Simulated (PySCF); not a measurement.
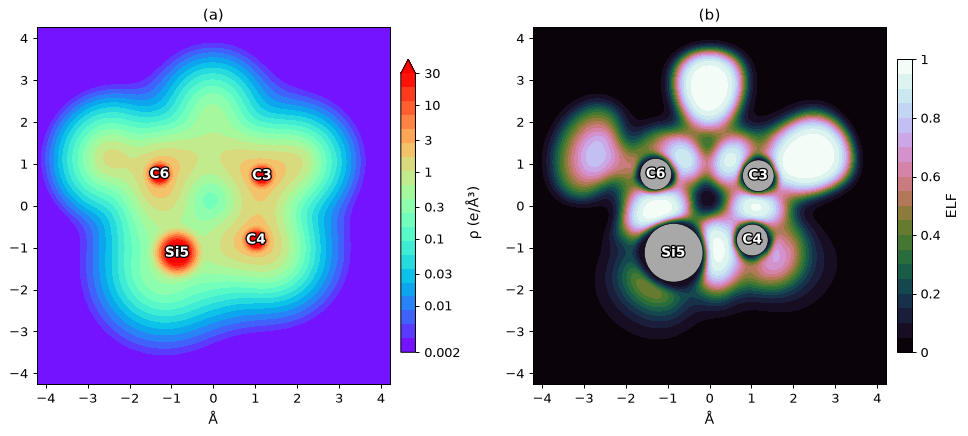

The picture shows: C4H8F2Si. (a) electron density; (b) ELF on the plane of atoms C4, Si5 and C6. Grey discs cover the atomic cores in the ELF map.

Geometry: PBE0-D3(BJ)/def2-SVP.

Computed with CAM-B3LYP/def2-SVPD, SCF density, gas phase in PySCF.

```xyz
15

F    -1.2448    0.3696    1.3325
C    -1.0195    0.3526   -0.0333
C    -0.4800   -1.0157   -0.4179
C     0.8789   -1.2265    0.2815
Si    1.6233    0.5194    0.4108
C     0.0695    1.3695   -0.3374
F    -0.2505    2.6178    0.1329
H    -1.9751    0.5986   -0.5275
H    -1.2114   -1.7947   -0.1541
H    -0.3650   -1.0475   -1.5142
H     0.7234   -1.6183    1.2984
H     1.5117   -1.9505   -0.2510
H     1.9046    0.9601    1.8058
H     2.8380    0.7372   -0.4308
H     0.1786    1.4247   -1.4373
```

Q: Describe what can be read from this map.

A:
- The plane passes through C and Si nuclei.
- C–C (1.54 Å): ρ is about 1.6 e/Å³ halfway; the ELF peaks at about 0.95 between the atoms: a shared electron pair.
- C–Si (1.90 Å): ρ at the midpoint is about 0.94 e/Å³; the ELF peaks at about 0.95 between the atoms: localised, covalent bonding.
- The ELF also peaks beside F7, away from the bonds: lone-pair regions.
